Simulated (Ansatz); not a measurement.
# Al2H4NO (SMILES [NH2][AlH2-][O][Al]) (charge −1): what the fields show

```yaml
atoms:
  - { symbol: Al, position_ang: [0.7337, -2.1311, -0.9490] }
  - { symbol: Al, position_ang: [3.2691, -0.3554, 0.6564] }
  - { symbol: N, position_ang: [-0.9543, -1.7549, -0.2415] }
  - { symbol: O, position_ang: [2.0708, -1.2189, -0.1306] }
  - { symbol: H, position_ang: [-1.2497, -2.1052, 0.6646] }
  - { symbol: H, position_ang: [-1.4282, -0.8740, -0.4157] }
  - { symbol: H, position_ang: [0.7357, -1.6693, -2.5159] }
  - { symbol: H, position_ang: [1.0322, -3.7202, -0.7167] }
```

Geometry: B3LYP-D3(BJ)/def2-SVPD.

Theory: isolated molecule in a Gaussian basis; Kohn-Sham density functional theory, functional PBE0 in Ansatz 0.2.0.

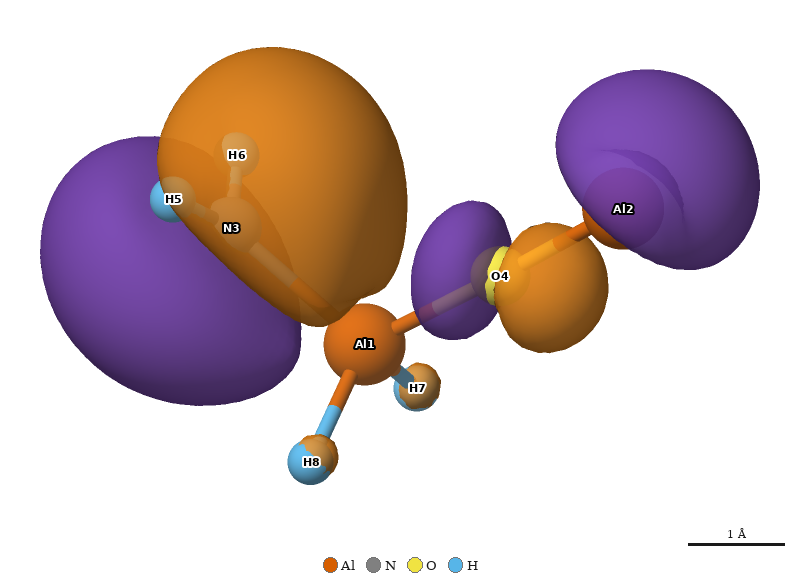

Figure 1. The HOMO at ±0.06 Å⁻³ᐟ² (orange and purple are the two phases), seen at a tilt.

Describe this orbital and give its energy.

Answer. By Hirshfeld shares it lies mainly on N3 (about 70 %) and Al2 (about 5 %); largely a lone pair of N3. Its energy is −1.98 eV.

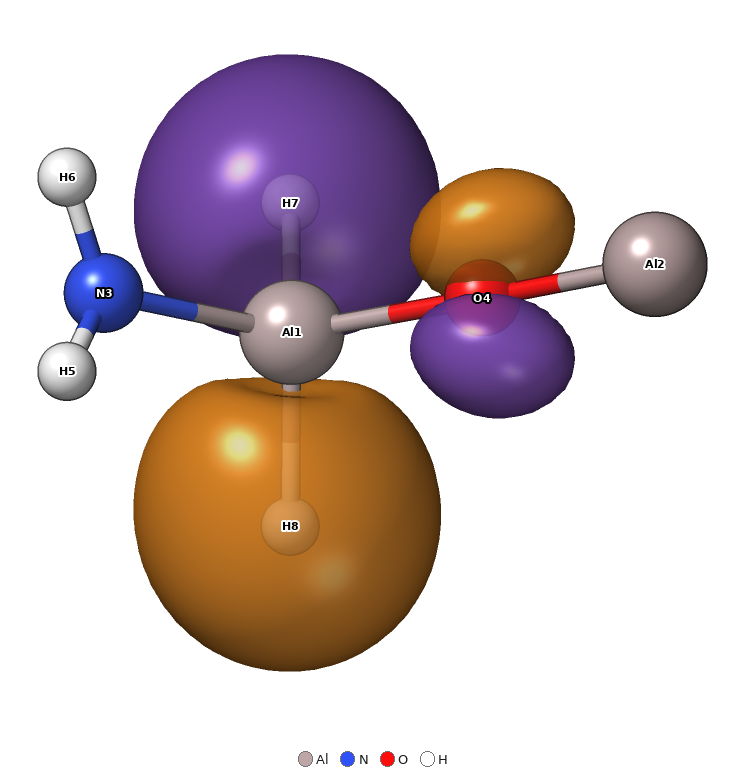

Figure 2. The HOMO−1 at ±0.1 Å⁻³ᐟ² (orange and purple are the two phases), seen from one side.

Where does this orbital lie, and at what energy?

Answer. By Hirshfeld shares it lies mainly on H7 (about 30 %), H8 (about 30 %), Al1 (about 30 %) and O4 (about 10 %). Its energy is −2.36 eV.
